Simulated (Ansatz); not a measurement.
# One shape, several levels: singlet [BH2]−

Wanted: a comparison of 6 runs (HF/def2-TZVPPD, B2PLYP/def2-TZVPPD, CAM-B3LYP/def2-TZVPPD, HSE06/def2-TZVPPD, PBE/def2-TZVPPD, revPBE/def2-TZVPPD) of singlet [BH2]−. 

The calculation is run with Ansatz 0.2.0.

30 further runs of the same task are left out: 30 set aside as unsound or not needed.

### 1 Starting point

[BH2]−: 3 atoms, total charge -1, spin state singlet. SMILES of the parent species: `[BH2]`. Geometry: relaxed at PBE0-D4/def2-TZVP. That shape belongs to the parent species and isn't relaxed for this state.

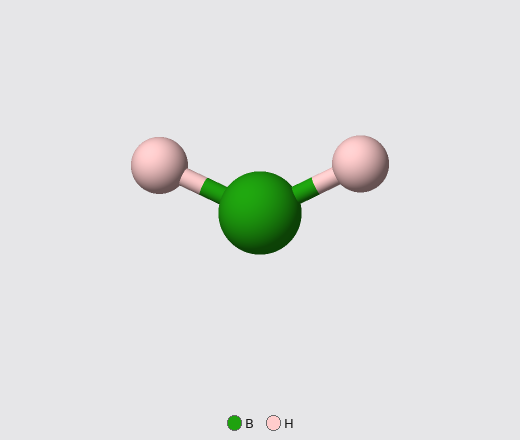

Viewed from a chosen angle; boron green, hydrogen pink.

### 2 The energy at HF/def2-TZVPPD (run 1)

input.yaml

```yaml
crystal:
  periodic: [false, false, false]
  atoms:
    - symbol: B
      position_ang: [0.265070, -0.167660, 0.129730]
    - symbol: H
      position_ang: [0.292070, 1.014920, 0.270850]
    - symbol: H
      position_ang: [-0.557150, -0.847260, -0.400590]
basis:
  gaussian:
    orbitals: def2-TZVPPD.json
total_charge: -1
hamiltonian:
  xc: hf
accuracy: high
output: {orbitals: {seedname: orbitals}}
```

The basis set def2-TZVPPD is read from a file made from the Basis Set Exchange's data (not shown).

Started as:

```bash
$ ansatz run input.yaml --threads 1 --pin off --max-ram 3480MiB --events-out events.jsonl --progress --plain --runs-dir runs
```

The program printed:

```text
Warning: RAYON_NUM_THREADS=1 ignored (pool sized by the plan → 1); use --threads N
Functional definition: HF
  name "HF"
  exchange = exact_x
  correlation = 0
1016 factors; integrals over basis functions are off by at most 2.8e-9 eV
mean field evaluation 1: about -698.2324 eV, gradient 1.4e1 eV
mean field evaluation 2: about -698.2319 eV, gradient 1.4e1 eV
mean field evaluation 4: about -699.5042 eV, gradient 1.4e0 eV
mean field evaluation 8: about -699.5274 eV, gradient 5.3e-3 eV
mean field evaluation 16: about -697.3696 eV, gradient 7.9e0 eV
mean field -699.52741372 eV, -25.7071582976 hartree, gradient 1.3e-8 eV, S^2 0.000000; 0 other end points of the search recorded, 0 dependent functions left out
reference -699.52741372 eV, -25.7071582976 hartree; 4, 4 occupied and 67, 67 virtual orbitals, 1016 factors
Total energy: -699.52741372 eV, -25.7071582976 hartree
```

It took 0.59 s on 1 thread of Arm Neoverse V1, shared host; peak memory 0.1 GiB.

### 3 A single-point energy at B2PLYP/def2-TZVPPD (run 2)

run.yaml

```yaml
crystal:
  periodic: [false, false, false]
  atoms:
    - {symbol: B, position_ang: [0.265070, -0.167660, 0.129730]}
    - {symbol: H, position_ang: [0.292070, 1.014920, 0.270850]}
    - {symbol: H, position_ang: [-0.557150, -0.847260, -0.400590]}
basis:
  gaussian: {orbitals: def2-TZVPPD.json}
correlation: {frozen_orbitals: {B: 1, H: 0}}
accuracy: high
hamiltonian: {xc: {name: B2PLYP}}
output: {orbitals: {seedname: orbitals}}
total_charge: -1
```

The basis set def2-TZVPPD is read from a file made from the Basis Set Exchange's data (not shown).

Started as:

```bash
$ ansatz run run.yaml --threads 1 --pin off --max-ram 3480MiB --events-out events.jsonl --progress --plain --runs-dir runs
```

The program printed, shortened:

```text
Warning: RAYON_NUM_THREADS=1 ignored (pool sized by the plan → 1); use --threads N
Functional definition: B2PLYP
  name "B2PLYP"
[...]
1016 factors; integrals over basis functions are off by at most 2.8e-9 eV
[...]
mean field -703.56654084 eV, -25.8555934812 hartree, gradient 7.4e-8 eV, S^2 0.000000; 0 other end points of the search recorded, 0 dependent functions left out; unrestricted orbitals would lower it
1 core orbitals not correlated: weight in the atoms' cores, before any rotation towards them, 1.000 or more for the frozen orbitals, at most 0.000 for the correlated occupied ones
reference -703.56655659 eV, -25.8555940602 hartree; 3, 3 occupied and 67, 67 virtual orbitals, 1016 factors
second order -4.06507675 eV of doubles, -0.00000000 eV of singles
Total energy: -704.66412731 eV, -25.8959290403 hartree
```

Run time: 2.1 s. Hardware: 1 thread of Arm Neoverse V1, shared host; peak memory 0.12 GiB.

Runs 3 to 4 aren't shown in full; the table further down has their settings and results.

### 4 The energy at PBE/def2-TZVPPD (run 5)

in.yaml

```yaml
crystal:
  periodic: [false, false, false]
  atoms:
    - {symbol: B, position_ang: [0.265070, -0.167660, 0.129730]}
    - {symbol: H, position_ang: [0.292070, 1.014920, 0.270850]}
    - {symbol: H, position_ang: [-0.557150, -0.847260, -0.400590]}
basis:
  gaussian:
    orbitals: def2-TZVPPD.json
hamiltonian:
  xc: pbe
total_charge: -1
output:
  orbitals: {seedname: orbitals}
accuracy: high
```

The basis set def2-TZVPPD is read from a file made from the Basis Set Exchange's data (not shown).

Started as:

```bash
$ ansatz run in.yaml --threads 1 --pin off --max-ram 3480MiB --events-out events.jsonl --progress --plain --runs-dir runs
```

The program printed:

```text
Warning: RAYON_NUM_THREADS=1 ignored (pool sized by the plan → 1); use --threads N
Functional definition: PBE
  name "PBE"
  parameter kappa = 0.804
  parameter beta = 0.06672455060314922
  exchange = pbe_x(kappa = kappa, mu = beta*pi^2/3)
  correlation = pbe_c(beta = beta)
1016 factors; integrals over basis functions are off by at most 2.8e-9 eV
mean field evaluation 1: about -703.8710 eV, gradient 7.4e0 eV
mean field evaluation 2: about -702.9495 eV, gradient 1.3e1 eV
mean field evaluation 4: about -704.1092 eV, gradient 1.2e0 eV
mean field evaluation 8: about -704.1168 eV, gradient 1.3e-2 eV
mean field evaluation 16: about -704.1168 eV, gradient 2.9e-6 eV
mean field evaluation 32: about -702.2086 eV, gradient 8.5e0 eV
mean field -704.11682539 eV, -25.8758160657 hartree, gradient 1.6e-8 eV, S^2 0.000000; 3 other end points of the search recorded, 0 dependent functions left out
reference -704.11682773 eV, -25.8758161514 hartree; 4, 4 occupied and 67, 67 virtual orbitals, 1016 factors
Total energy: -704.11682773 eV, -25.8758161514 hartree
```

Wall time 2.1 s (1 thread of Arm Neoverse V1, shared host); peak memory 0.12 GiB.

### 5 The energy at revPBE/def2-TZVPPD (run 6)

job.yaml

```yaml
crystal:
  periodic: [false, false, false]
  atoms:
    - {symbol: B, position_ang: [0.265070, -0.167660, 0.129730]}
    - {symbol: H, position_ang: [0.292070, 1.014920, 0.270850]}
    - {symbol: H, position_ang: [-0.557150, -0.847260, -0.400590]}
basis:
  gaussian: {orbitals: def2-TZVPPD.json}
total_charge: -1
magnetization: {spin_polarized: false}
hamiltonian: {xc: {name: revPBE}}
accuracy: high
output: {orbitals: {seedname: orbitals}}
```

The basis set def2-TZVPPD is read from a file made from the Basis Set Exchange's data (not shown).

Started as:

```bash
$ ansatz run job.yaml --threads 1 --pin off --max-ram 3480MiB --events-out events.jsonl --progress --plain --runs-dir runs
```

The program printed:

```text
Warning: RAYON_NUM_THREADS=1 ignored (pool sized by the plan → 1); use --threads N
Functional definition: revPBE
  name "revPBE"
  parameter kappa = 1.245
[... 3 set-up lines as earlier in the session ...]
1016 factors; integrals over basis functions are off by at most 2.8e-9 eV
mean field evaluation 1: about -705.1279 eV, gradient 7.1e0 eV
mean field evaluation 2: about -704.2616 eV, gradient 1.2e1 eV
mean field evaluation 4: about -705.3447 eV, gradient 1.2e0 eV
mean field evaluation 8: about -705.3531 eV, gradient 1.6e-2 eV
mean field evaluation 16: about -705.3531 eV, gradient 4.5e-7 eV
mean field -705.35309451 eV, -25.9212481176 hartree, gradient 1.6e-8 eV, S^2 0.000000; 0 other end points of the search recorded, 0 dependent functions left out
reference -705.35309739 eV, -25.9212482235 hartree; 4, 4 occupied and 67, 67 virtual orbitals, 1016 factors
Total energy: -705.35309739 eV, -25.9212482235 hartree
```

Run time: 1.6 s. Hardware: 1 thread of Arm Neoverse V1, shared host; peak memory 0.12 GiB.

### 6 The series

| run | level | frozen core orbitals | energy (Eh) | HOMO energy (eV) | LUMO energy (eV) | HOMO–LUMO gap (eV) | wall time |
| --- | --- | --- | --- | --- | --- | --- | --- |
| 1 | HF/def2-TZVPPD | – | -25.707158 | 0.17 | 5.31 | 5.15 | 0.59 s |
| 2 | B2PLYP/def2-TZVPPD | 1 | -25.895929 | 1.32 | 4.56 | 3.24 | 2.1 s |
| 3 | CAM-B3LYP/def2-TZVPPD | – | -25.908838 | 0.87 | 4.60 | 3.73 | 2 s |
| 4 | HSE06/def2-TZVPPD | – | -25.880343 | 2.37 | 3.71 | 1.34 | 1.6 s |
| 5 | PBE/def2-TZVPPD | – | -25.875816 | 2.72 | 3.05 | 0.33 | 2.1 s |
| 6 | revPBE/def2-TZVPPD | – | -25.921248 | 2.74 | 3.16 | 0.42 | 1.6 s |

### 7 What came out

| quantity | value |
| --- | --- |
| run 6: total energy | -25.92125 Eh |
| run 6: HOMO energy | 2.74 eV |
| run 6: LUMO energy | 3.16 eV |
| run 6: HOMO–LUMO gap (to an unbound level, set by the basis) | 0.42 eV |

What this shows: The HOMO–LUMO gap runs from 0.33 eV (PBE/def2-TZVPPD) to 5.15 eV (HF/def2-TZVPPD). Exact exchange widens orbital gaps. The empty levels of an anion lie above zero and hang on the basis. Totals of different functionals can't be ranked against each other. In runs 1, 2, 3, 4, 5, 6 the HOMO lies above zero, so the outermost electron may be held by the basis alone. In run 2 the log says that unrestricted orbitals would lower the reference, so the values rest on an unstable closed-shell determinant (other closed-shell runs at this shape may share the fault). All runs together took 10 s, the longest 2.1 s.
